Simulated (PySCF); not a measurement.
**MoBr₂: structure of the quintet**

Where does quintet MoBr₂ go from a bent start, is the end point a minimum, and what are its modes, charges and moments?

Computed with PySCF 2.14.0. Level: PBE0, basis Mo def2-TZVP with ECP28, Br def2-TZVP, scalar-relativistic core potentials, no spin–orbit coupling, density fitting.

**1. Where the work starts**

3 atoms, charge 0, spin multiplicity 5.

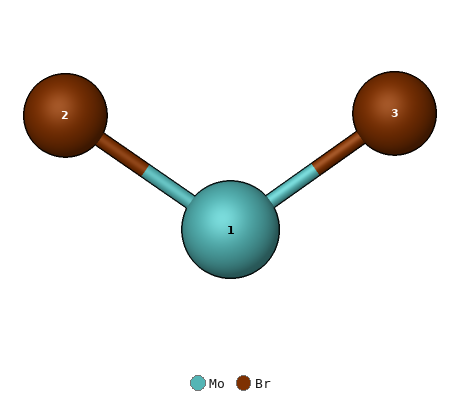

The starting geometry (molybdenum teal, bromine brown); atoms are numbered from 1 in the order of the file.

```xyz
3
charge 0 multiplicity 5
Mo    0.0000    0.0000    0.0000
Br    2.0643    0.0000    1.4454
Br   -2.0643    0.0000    1.4454
```

**2. First SCF at the start**

One driver script runs all steps and calls PySCF; scf.py shows how it sets up the SCF of each step. The optimiser is the driver's own. After this first run the driver tries any further starts and a stability analysis.

Contents of scf.py:

```python
from pyscf import gto, scf, dft
mol = gto.M(atom='''
Mo     0.000000     0.000000     0.000000
Br     2.064300     0.000000     1.445400
Br    -2.064300     0.000000     1.445400''',
    basis={'Mo': 'def2-TZVP', 'Br': 'def2-TZVP'},
    ecp={'Mo': 'def2-TZVP'},
    charge=0, spin=4)
mf = dft.UKS(mol, xc='PBE0')
mf.grids.atom_grid = (50, 194)
aux = {'Mo': 'def2-universal-JKFIT', 'Br': 'def2-universal-JKFIT'}
mf = mf.density_fit(auxbasis=aux)
mf.conv_tol = 1e-08
mf.diis_space = 10
mf.max_cycle = 60
mf.init_guess = 'minao'
mf.verbose = 4
mf.kernel()
```

Launch:

```console
> OMP_NUM_THREADS=4 python axn.py task.json out
```

The program printed:

```text
init E= -5207.34862680359
[... the frontier-level lines of each cycle are left out ...]
cycle= 1 E= -5215.78444282586  delta_E= -8.44  |g|= 0.595  |ddm|= 2.72
cycle= 2 E= -5215.42665542677  delta_E= 0.358  |g|= 0.961  |ddm|= 1.29
cycle= 3 E= -5215.95517826159  delta_E= -0.529  |g|= 0.117  |ddm|= 1.05
cycle= 4 E= -5215.96233174804  delta_E= -0.00715  |g|= 0.0818  |ddm|= 0.189
cycle= 5 E= -5215.96665401599  delta_E= -0.00432  |g|= 0.0207  |ddm|= 0.0916
cycle= 6 E= -5215.96691491923  delta_E= -0.000261  |g|= 0.00392  |ddm|= 0.0222
cycle= 7 E= -5215.96697955374  delta_E= -6.46e-05  |g|= 0.00188  |ddm|= 0.0175
cycle= 8 E= -5215.96698575485  delta_E= -6.2e-06  |g|= 0.0011  |ddm|= 0.00488
cycle= 9 E= -5215.9669872019  delta_E= -1.45e-06  |g|= 0.000205  |ddm|= 0.00251
cycle= 10 E= -5215.96698725073  delta_E= -4.88e-08  |g|= 6.56e-05  |ddm|= 0.000447
cycle= 11 E= -5215.96698725464  delta_E= -3.91e-09  |g|= 1.49e-05  |ddm|= 0.000117
Extra cycle  E= -5215.96698725485  delta_E= -2.17e-10  |g|= 1.58e-05  |ddm|= 3.65e-05
converged SCF energy = -5215.96698725485  <S^2> = 6.0395896  2S+1 = 5.0158109
```

This step, with its further starts and checks, needed 23 s of wall time on 4 threads of Arm Neoverse V2, shared host.

Energies from each starting density:

| start | energy (Eh) |
| --- | --- |
| the minimal-basis guess | -5215.966987 |
| a thermally smeared density | -5215.966987 |
| a smeared PBE density | -5215.966987 |

No lower solution of this spin turned up from the other starts or in the test of internal stability.

**3. Relaxation: bent start, quintet**

The program finds C2v symmetry in the start, which this walk keeps. The walk stops when the largest gradient is under 0.0003 Eh/bohr and the energy has settled too.

scf.py, as its differences from that of step 2:

```diff
@@ -3,3 +3,3 @@
-Mo     0.000000     0.000000     0.000000
-Br     2.064300     0.000000     1.445400
-Br    -2.064300     0.000000     1.445400''',
+Mo     0.000000     0.000000    -0.892059
+Br     2.064300     0.000000     0.553341
+Br    -2.064300     0.000000     0.553341''',
@@ -16 +15,0 @@
-mf.init_guess = 'minao'
```

The optimiser's trace:

| step | energy (Eh) | change (kJ/mol) | largest symmetric gradient (Eh/bohr) |
| --- | --- | --- | --- |
| 0 | -5215.966987 | 0.00 | 0.03310 |
| 1 | -5215.972833 | -15.35 | 0.01634 |
| 2 | -5215.974719 | -20.30 | 0.00440 |
| 3 | -5215.975112 | -21.33 | 0.00277 |
| 4 | -5215.975783 | -23.09 | 0.00254 |
| 5 | -5215.975825 | -23.20 | 0.00108 |
| 6 | -5215.975830 | -23.22 | 0.00007 |

The walk took 32 s.

Positions (Å) and forces (eV/Å) along the way:

```
step 0
Mo   0.000   0.000  -0.892   0.000   0.000   1.702
Br   2.064   0.000   0.553  -0.898   0.000  -0.851
Br  -2.064   0.000   0.553   0.898   0.000  -0.851
step 1
Mo   0.000   0.000  -0.813   0.000   0.000   0.840
Br   2.059   0.000   0.514  -0.381   0.000  -0.420
Br  -2.059   0.000   0.514   0.381   0.000  -0.420
step 3
Mo   0.000   0.000  -0.703   0.000   0.000   0.016
Br   2.097   0.000   0.459   0.142   0.000  -0.008
Br  -2.097   0.000   0.459  -0.142   0.000  -0.008
step 6
Mo   0.000   0.000  -0.573   0.000   0.000   0.002
Br   2.207   0.000   0.394  -0.004   0.000  -0.001
Br  -2.207   0.000   0.394   0.004   0.000  -0.001
```

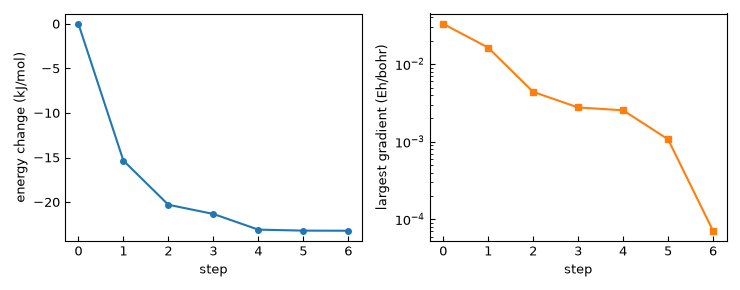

Energy and largest gradient along the walk.

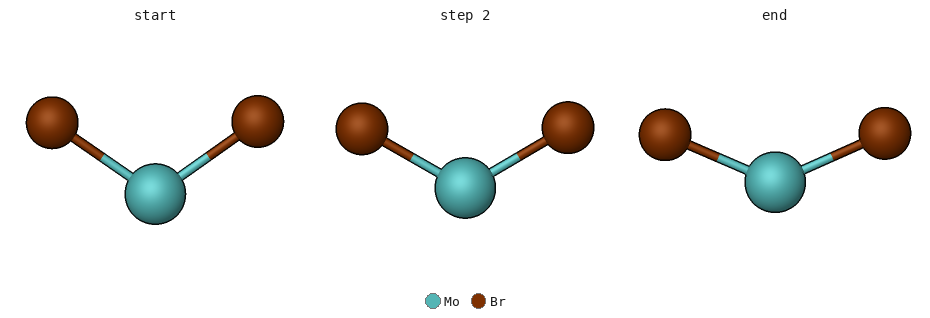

Start and end of the relaxation, with a step between.

End point (C2v, 6 steps, 23.2 kJ/mol gained): Mo–Br 2.409 Å (×2); Br–Mo–Br 132.7°.

**4. Vibrations and properties at this point**

On the finer grid the gradient is checked again; gradients at displacements of ±0.02 bohr then give force constants and infrared intensities.

scf.py, as its differences from that of step 3:

```diff
@@ -3,3 +3,3 @@
-Mo     0.000000     0.000000    -0.892059
-Br     2.064300     0.000000     0.553341
-Br    -2.064300     0.000000     0.553341''',
+Mo     0.000000     0.000000    -0.611591
+Br     2.196297     0.000000     0.377569
+Br    -2.196297     0.000000     0.377569''',
@@ -10 +10 @@
-mf.grids.atom_grid = (50, 194)
+mf.grids.atom_grid = (75, 302)
@@ -13 +13 @@
-mf.conv_tol = 1e-08
+mf.conv_tol = 1e-10
```

The driver hands on the density of the step before, so the log starts near convergence.

Log of the central SCF (cycles and frontier levels):

```text
init E= -5215.97564419917
[... the frontier-level lines of each cycle are left out ...]
cycle= 1 E= -5215.97564419904  delta_E= 1.23e-10  |g|= 1.74e-05  |ddm|= 2.22e-05
cycle= 2 E= -5215.97564419843  delta_E= 6.15e-10  |g|= 3.72e-05  |ddm|= 4.73e-05
cycle= 3 E= -5215.97564419921  delta_E= -7.78e-10  |g|= 3.9e-07  |ddm|= 3.21e-05
cycle= 4 E= -5215.97564419921  delta_E= -7.28e-12  |g|= 5.97e-08  |ddm|= 2.82e-07
Extra cycle  E= -5215.9756441992  delta_E= 1.18e-11  |g|= 6.22e-08  |ddm|= 1.69e-07
converged SCF energy = -5215.9756441992  <S^2> = 6.0320737  2S+1 = 5.012813
```

The whole step took 75 s.

Geometry: C2v; Mo–Br 2.409 Å (×2); Br–Mo–Br 131.5°.

Harmonic modes (main isotopes):

```
symmetry  ω (cm⁻¹)  IR (km/mol)     type
      a1        46          2.8     bend
      a1       248          9.6  stretch
      b2       315         66.1  stretch
```

No imaginary mode, so this is a minimum.

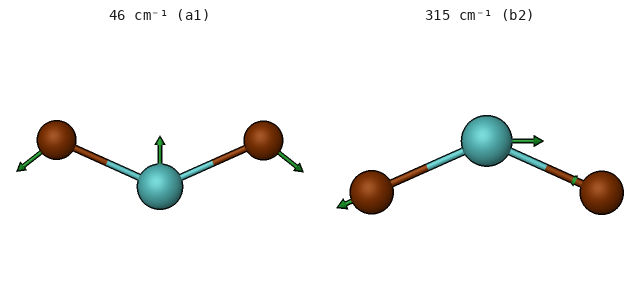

Displacements of 2 of the modes, as arrows (one member where a mode is degenerate).

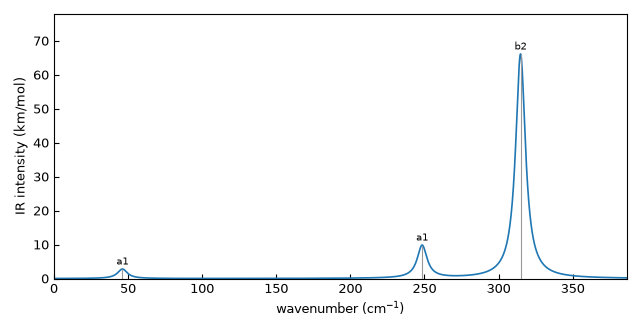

The harmonic infrared spectrum (widths in cm⁻¹). Lines are broadened to a width of 8 cm⁻¹ (Lorentzian).

Constants and moments:

| Property | Result |
| --- | --- |
| Dipole moment | 2.45 D |
| Highest occupied level | -6.65 eV |
| Lowest empty level | -3.76 eV |
| Rotational constants | 0.2851, 0.02214, 0.02055 cm⁻¹ |
| Zero-point energy | 3.6 kJ/mol |
| Principal polarisabilities | 61.3, 72.7, 116.8 bohr³ |
| Atomisation energy without zero-point energy | 650 kJ/mol |
| Principal traceless quadrupole moments about the centre of mass | -7.91, 1.67, 6.24 D Å |
| Entropy at 298.15 K and 1 bar (electronic part: spin only) | 340.3 J/(mol K) |
| Heat capacity Cp at 298.15 K | 55.8 J/(mol K) |
| Enthalpy at 298.15 K above 0 K | 14.47 kJ/mol |
| Rotational symmetry number | 2 |
| Spin squared ⟨S²⟩ | 6.032 |

Populations by atom (charges in e):

```json
{"atom": "Mo1", "Mulliken": "0.78", "Löwdin": "-0.06", "polar tensor": "1.10", "spin (Mulliken)": "4.05", "Mayer order to Mo1": "–"}
{"atom": "Br2,3", "Mulliken": "-0.39", "Löwdin": "0.03", "polar tensor": "-0.55", "spin (Mulliken)": "-0.02", "Mayer order to Mo1": "1.06"}
```

Mulliken populations on Mo1 (outside its core potential): s 2.52, p 6.20, d 4.49, f 0.01.

**5. Summary of results**

| quantity | value |
| --- | --- |
| minimum | quintet, C2v |
| geometry | Mo–Br 2.409 Å (×2); Br–Mo–Br 131.5° |
| wavenumbers (cm⁻¹) | 46 (a1), 248 (a1), 315 (b2) |
| dipole moment | 2.45 D |
| highest occupied, lowest empty level (either spin) | -6.65, -3.76 eV |
| polar-tensor charge of Mo1 | +1.10 e |
| zero-point energy | 3.6 kJ/mol |
| entropy at 298.15 K | 340.3 J/(mol K) |
| atomisation energy (no zero-point energy) | 650 kJ/mol |
| ⟨S²⟩ | 6.032 |

The bent start keeps its C2v symmetry and ends in a minimum. In the infrared the band at 315 cm⁻¹ (b2, stretch) leads. Most of the spin sits on Mo1 (Mulliken spin 4.05, against 4 for the whole molecule). Other starts or spin states, not run here, may lie lower. Open d and f shells are described by one determinant, and the ground state may have another occupation or spin.

The search up to here took 2.2 min.
